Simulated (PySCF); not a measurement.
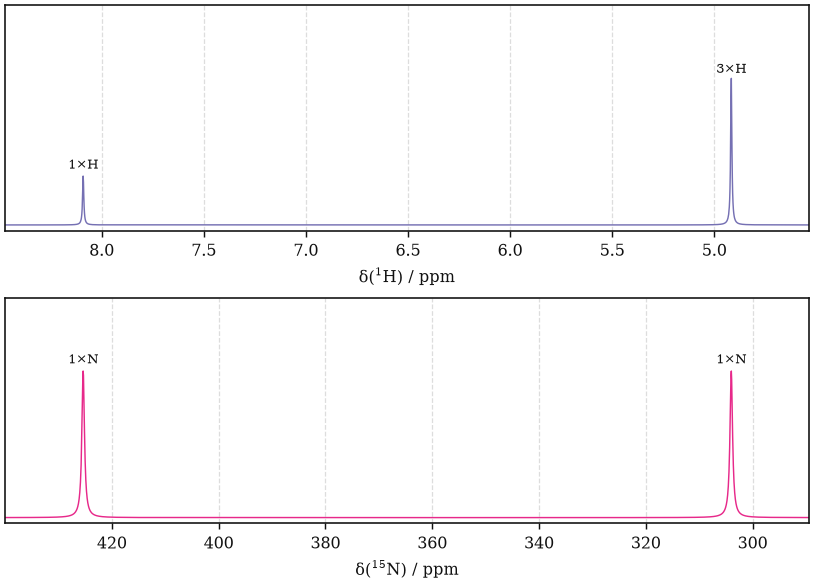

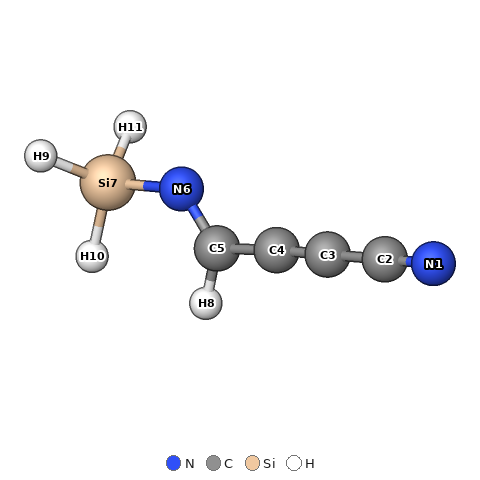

Spectrum and numbered structure of C₄H₄N₂Si, SMILES N#CC#C/C=N/[SiH3]. GIAO shifts, PBE0/def2-SVP, PySCF 2.14.0, at a PBE0-D3(BJ)/def2-SVP geometry (no frequency check), against TMS for ¹H and NH₃ for ¹⁵N computed at the same level (¹⁵N: a single molecule, while the usual scales start at liquid NH₃ or nitromethane; multiply bonded nitrogen can come out tens of ppm too deshielded). Gas phase, fully decoupled, line heights follow the number of nuclei, widths are arbitrary (no quadrupolar broadening); values of one conformer, averaged over methyl-type rotors and exact or near symmetry.

### Assign the ¹H signals to the numbered atoms.

| δ (ppm) | nuclei | atoms |
| --- | --- | --- |
| 8.09 | 1 | H8 |
| 4.92 | 3 | H9, H10, H11 |

### Assign the ¹⁵N signals to the numbered atoms.

```csv
δ (ppm),nuclei,atoms
425.4,1,N6
304.0,1,N1
```
